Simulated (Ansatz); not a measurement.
## Nudged elastic band, with input and output: C₂H₈BBrO (part 2 of 2)

Continued. System: C₂H₈BBrO. Method: RKS revPBE-D4/def2-SVP (Ansatz 0.2.0). It belongs to a series of runs on one base structure; here: band between the two ends.

Geometry of the input (Å):
```
B  -0.2771  0.0662  -0.1931
O  -0.4630  0.5309  1.1015
H  -1.3425  0.3175  1.4650
C  1.1340  0.3327  -0.8482
H  1.7062  -0.6227  -0.8516
H  1.0447  0.6318  -1.9131
H  1.7425  1.0829  -0.3069
C  -1.4486  -0.6930  -0.9442
H  -2.3098  -0.9812  -0.3050
H  -1.8391  -0.0373  -1.7546
H  -1.0737  -1.6048  -1.4551
Br 1.6697  2.4438  2.7529
H  0.7049  1.5888  2.0706
```

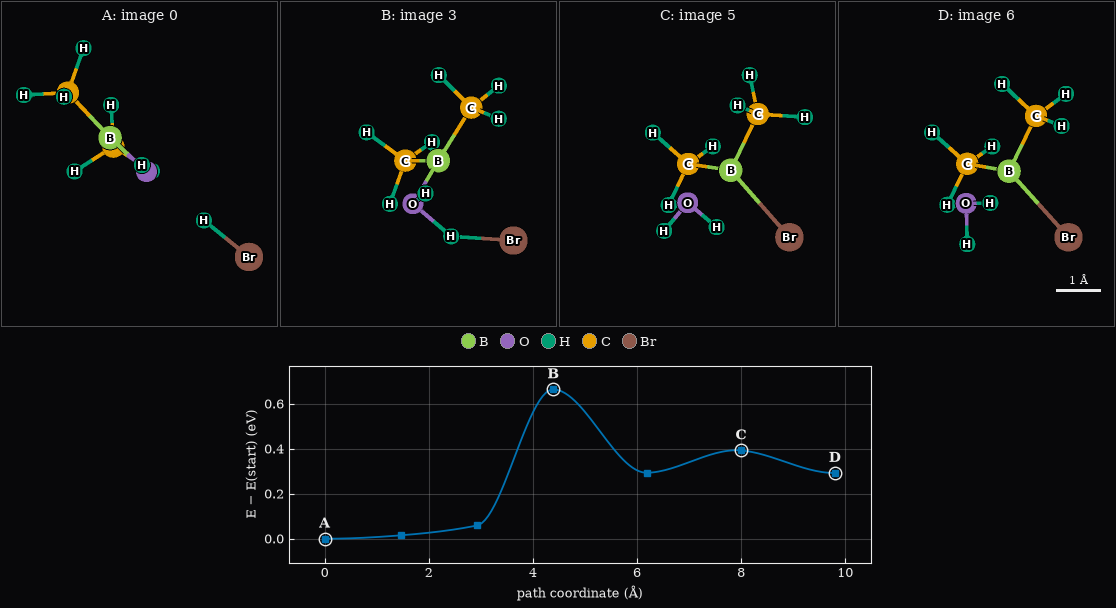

Fig. 1: Images of the last band (counted from 0; ball-and-stick, seen at a tilt) above the energy along the path; the line is a cubic interpolation that uses the forces. The highest image is number 3, 0.664 eV above the start and 0.372 eV above the end (the climbing image); the end lies 0.292 eV above the start. A further maximum stands at image 5, 0.392 eV from the start, so the path isn't one elementary step. The path is 9.80 Å long. The band converged in 33 iterations.

```
Total energy: -74956.71883471 eV, -2754.6086096867 hartree
Atom 0 at    -0.002716     0.191009    -0.023230 Å, force    -0.002501    -0.000445     0.002915 eV/Å
Atom 1 at     0.094405    -0.167765     1.461104 Å, force    -0.003171     0.012885    -0.000637 eV/Å
Atom 2 at    -0.778537    -0.478460     1.777390 Å, force     0.001467    -0.003660    -0.002098 eV/Å
Atom 3 at     1.399841     0.240445    -0.730121 Å, force     0.005125    -0.003745    -0.001209 eV/Å
Atom 4 at     1.675792    -0.802774    -1.012087 Å, force    -0.001943     0.000973     0.001107 eV/Å
Atom 5 at     1.371548     0.832737    -1.665400 Å, force    -0.000170     0.000231     0.000501 eV/Å
Atom 6 at     2.207521     0.633133    -0.082927 Å, force    -0.000257     0.001323     0.000983 eV/Å
Atom 7 at    -1.371280    -0.162923    -0.722305 Å, force     0.004843    -0.014035    -0.000244 eV/Å
Atom 8 at    -2.266258     0.050080    -0.102576 Å, force    -0.002440     0.000325     0.002274 eV/Å
Atom 9 at    -1.486765     0.374895    -1.683520 Å, force    -0.002538     0.003146    -0.002704 eV/Å
Atom 10 at    -1.376763    -1.252089    -0.963036 Å, force    -0.001552     0.007291    -0.000191 eV/Å
Atom 11 at    -0.257568     2.558911     0.907393 Å, force    -0.000197     0.008220    -0.001372 eV/Å
Atom 12 at     0.039077     1.038402     1.657614 Å, force     0.003335    -0.012508     0.000675 eV/Å
Dipole moment:    -0.194555    -0.658768     0.066821 e Å
this run last wrote the band of iteration 33 to [file]; this run last wrote the band within `neb.f_tol` of iteration 20 to [file]
```

The last band as extended XYZ (Å, eV, eV/Å):
```
13
Properties=species:S:1:pos:R:3:forces:R:3 image=0 energy=-74957.38267
B    -0.2771    0.0662   -0.1931   -0.0045   0.0093  -0.0041
O    -0.4630    0.5309    1.1015   -0.0002  -0.0053   0.0000
H    -1.3425    0.3175    1.4650    0.0010   0.0012   0.0013
C     1.1340    0.3327   -0.8482   -0.0009  -0.0028   0.0041
H     1.7062   -0.6227   -0.8516    0.0027  -0.0022  -0.0016
H     1.0447    0.6318   -1.9131   -0.0008   0.0009  -0.0021
H     1.7425    1.0829   -0.3069    0.0006   0.0008   0.0008
C    -1.4486   -0.6930   -0.9442    0.0002  -0.0003   0.0022
H    -2.3098   -0.9812   -0.3050    0.0010   0.0003  -0.0011
H    -1.8391   -0.0373   -1.7546    0.0011  -0.0010   0.0004
H    -1.0737   -1.6048   -1.4551    0.0002  -0.0008   0.0009
Br    1.6697    2.4438    2.7529   -0.0051  -0.0048  -0.0031
H     0.7049    1.5888    2.0706    0.0046   0.0048   0.0023
13
Properties=species:S:1:pos:R:3:forces:R:3 image=1 energy=-74957.36766
B    -0.1684   -0.0721   -0.1155    0.0037  -0.0199   0.0016
O    -0.2198    0.1087    1.2616   -0.0064   0.0157  -0.0025
H    -1.1017   -0.0826    1.6326   -0.0025   0.0025  -0.0009
C     1.2253    0.1868   -0.8095   -0.0023   0.0033   0.0017
H     1.6859   -0.7987   -1.0492   -0.0011   0.0017   0.0031
H     1.1147    0.7112   -1.7811   -0.0006   0.0000  -0.0035
H     1.9402    0.7460   -0.1754   -0.0022   0.0045  -0.0011
C    -1.4603   -0.5256   -0.9127   -0.0008   0.0003  -0.0031
H    -2.3281   -0.8117   -0.2817    0.0003  -0.0059  -0.0017
H    -1.7852    0.3128   -1.5687   -0.0049  -0.0020  -0.0020
H    -1.2360   -1.3691   -1.5994    0.0034   0.0006  -0.0010
Br    1.0312    2.9925    2.2746    0.0107  -0.0002   0.0072
H     0.5506    1.6575    1.9427    0.0027  -0.0006   0.0021
13
Properties=species:S:1:pos:R:3:forces:R:3 image=2 energy=-74957.32382
B    -0.0431   -0.1344   -0.0383    0.0023  -0.0401  -0.0022
O     0.0044   -0.1974    1.3521   -0.0032   0.0011  -0.0087
H    -0.8716   -0.3977    1.7333   -0.0022   0.0123   0.0050
C     1.3309    0.1160   -0.7736   -0.0127  -0.0045  -0.0037
H     1.6642   -0.8443   -1.2293    0.0029   0.0031  -0.0005
H     1.2294    0.8316   -1.6152    0.0011   0.0053   0.0034
H     2.1367    0.4628   -0.0978    0.0009  -0.0032  -0.0001
C    -1.4133   -0.3473   -0.8038   -0.0252   0.0105  -0.0135
H    -2.3115   -0.3632   -0.1506    0.0034  -0.0231  -0.0051
H    -1.5607    0.4460   -1.5671    0.0009  -0.0055   0.0051
H    -1.3901   -1.3056   -1.3680    0.0090  -0.0075  -0.0114
Br    0.2035    3.1188    1.6463    0.0181   0.0388   0.0248
H     0.2695    1.6702    1.7304    0.0045   0.0128   0.0070
13
Properties=species:S:1:pos:R:3:forces:R:3 image=3 energy=-74956.71879
B    -0.0027    0.1910   -0.0232   -0.0025  -0.0004   0.0029
O     0.0944   -0.1678    1.4611   -0.0032   0.0129  -0.0006
H    -0.7785   -0.4785    1.7774    0.0015  -0.0037  -0.0021
C     1.3998    0.2404   -0.7301    0.0051  -0.0037  -0.0012
H     1.6758   -0.8028   -1.0121   -0.0019   0.0010   0.0011
H     1.3715    0.8327   -1.6654   -0.0002   0.0002   0.0005
H     2.2075    0.6331   -0.0829   -0.0003   0.0013   0.0010
C    -1.3713   -0.1629   -0.7223    0.0048  -0.0140  -0.0002
H    -2.2663    0.0501   -0.1026   -0.0024   0.0003   0.0023
H    -1.4868    0.3749   -1.6835   -0.0025   0.0031  -0.0027
H    -1.3768   -1.2521   -0.9630   -0.0016   0.0073  -0.0002
Br   -0.2576    2.5589    0.9074   -0.0002   0.0082  -0.0014
H     0.0391    1.0384    1.6576    0.0033  -0.0125   0.0007
13
Properties=species:S:1:pos:R:3:forces:R:3 image=4 energy=-74957.08960
B    -0.1535    0.5038   -0.0707    0.0011  -0.0002  -0.0025
O    -0.0911   -0.2634    1.4943    0.0012  -0.0014   0.0016
H    -0.6529    0.3638    2.0107    0.0004  -0.0045  -0.0016
C     1.3217    0.3425   -0.6596    0.0008   0.0003   0.0013
H     1.5754   -0.7252   -0.8407    0.0008  -0.0003  -0.0013
H     1.3816    0.8551   -1.6421   -0.0007   0.0002  -0.0004
H     2.1181    0.7912   -0.0268    0.0001  -0.0006  -0.0006
C    -1.3960   -0.1678   -0.8054    0.0008  -0.0012   0.0007
H    -2.3461   -0.0925   -0.2375   -0.0005   0.0018   0.0010
H    -1.5643    0.3362   -1.7801    0.0013  -0.0001  -0.0003
H    -1.2036   -1.2412   -1.0197   -0.0015  -0.0009   0.0014
Br   -0.5554    2.4369    0.5700    0.0011   0.0013   0.0020
H     0.8145   -0.0837    1.8258   -0.0049   0.0056  -0.0011
13
Properties=species:S:1:pos:R:3:forces:R:3 image=5 energy=-74956.99026
B    -0.1374    0.5194   -0.1034    0.0020   0.0002  -0.0011
O    -0.1398   -0.1208    1.5301   -0.0012   0.0023   0.0017
H    -0.7441    0.5196    1.9749   -0.0017  -0.0008  -0.0014
C     1.3450    0.2352   -0.6226    0.0019  -0.0023   0.0020
H     1.5388   -0.8553   -0.7249   -0.0007  -0.0012   0.0015
H     1.4609    0.6750   -1.6353    0.0005  -0.0019  -0.0011
H     2.1484    0.6800    0.0039    0.0004  -0.0019  -0.0003
C    -1.3958   -0.1658   -0.8258   -0.0002   0.0008  -0.0003
H    -1.8349   -0.9761   -0.2050    0.0065  -0.0082  -0.0033
H    -2.2115    0.5469   -1.0564   -0.0058  -0.0012   0.0097
H    -1.0854   -0.6386   -1.7812   -0.0014   0.0093  -0.0056
Br   -0.4386    2.5150    0.3793    0.0024  -0.0004  -0.0026
H     0.7426    0.1209    1.8846   -0.0025   0.0052   0.0009
13
Properties=species:S:1:pos:R:3:forces:R:3 image=6 energy=-74957.09055
B    -0.0567    0.5186   -0.1152   -0.0004   0.0073  -0.0004
O    -0.0837    0.0016    1.5466    0.0037   0.0058  -0.0002
H    -1.0153    0.1320    1.8264   -0.0018   0.0030  -0.0015
C     1.3962    0.1216   -0.6348   -0.0006  -0.0016   0.0010
H     1.5290   -0.9816   -0.6566    0.0011  -0.0008  -0.0002
H     1.5257    0.4876   -1.6747   -0.0002  -0.0002  -0.0001
H     2.2237    0.5597   -0.0387   -0.0006   0.0003  -0.0002
C    -1.3560   -0.1470   -0.7605    0.0004  -0.0003   0.0027
H    -1.2857   -1.2566   -0.7673   -0.0007  -0.0015  -0.0010
H    -2.3097    0.1412   -0.2677    0.0001   0.0001  -0.0009
H    -1.4438    0.1759   -1.8186    0.0003   0.0001  -0.0008
Br   -0.2653    2.5579    0.1912   -0.0005  -0.0100   0.0047
H     0.3898    0.7447    1.9881   -0.0008  -0.0023  -0.0030
```

Results in brief:

```tsv
quantity	value
outcome	converged
barrier, forward	0.664 eV
barrier, backward	0.372 eV
wall time	84 s (CPU time 5.1 min)
peak memory	0.21 GiB
```

The order of the saddle point was not checked.
